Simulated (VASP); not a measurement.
```yaml
crystal:
  lattice:
    - [3.62212, 0.00000, 0.00000]
    - [0.00000, 3.62212, 0.00000]
    - [0.00000, 0.00000, 3.62212]
  atoms:
    - { symbol: Ta, position: [0.00000, 0.00000, 0.00000] }
    - { symbol: Tl, position: [0.50000, 0.50000, 0.50000] }
```

Space group Pm-3m; a generated structure, not necessarily the stable one; computed pressure about −14 GPa in this cell.

Theory: Kohn-Sham DFT of a periodic cell, PBE, VASP PAW PBE potentials, recommended (VASP).

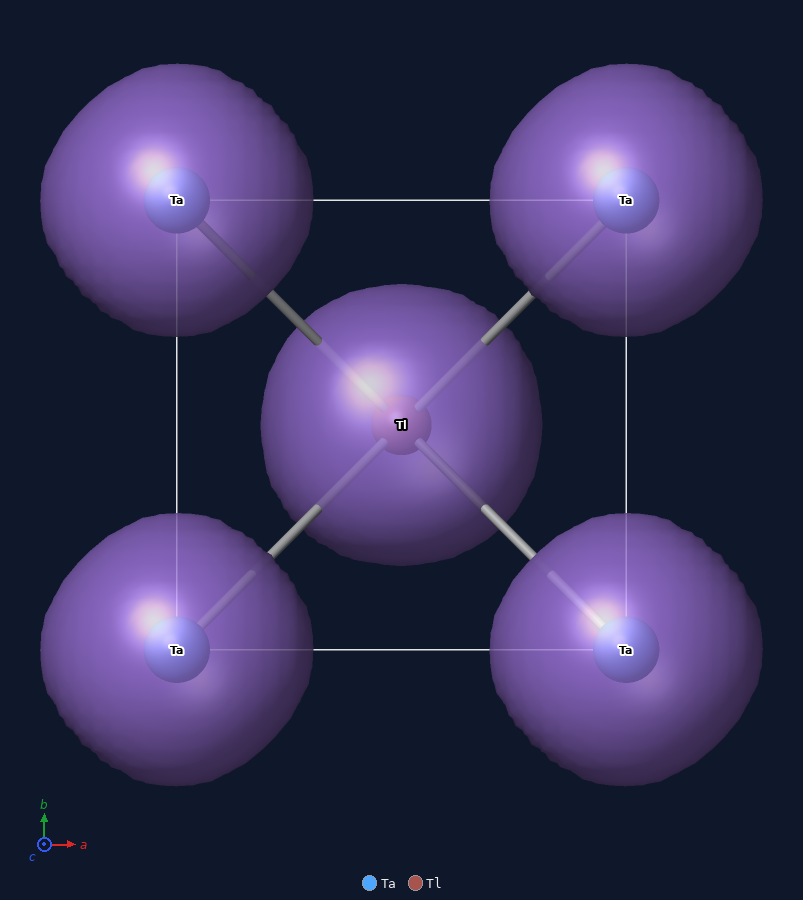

TaTl. Isosurface of the valence pseudo-density at 0.4 e/Å³ (purple), seen along the c axis. Sticks mark near contacts.

Core electrons are frozen (PAW), and the valence fields are smoothed inside the atomic spheres.

> How is the density connected at this value?

At this value the density breaks into separate islands; it holds about 70 % of the electrons treated as valence. It bridges none of the near contacts. It is pinched off along the shortest Ta–Tl (3.14 Å) contacts. On the grid the lowest density along these lines, outside the cores, is 0.19 e/Å³ (Ta–Tl, 3.14 Å).
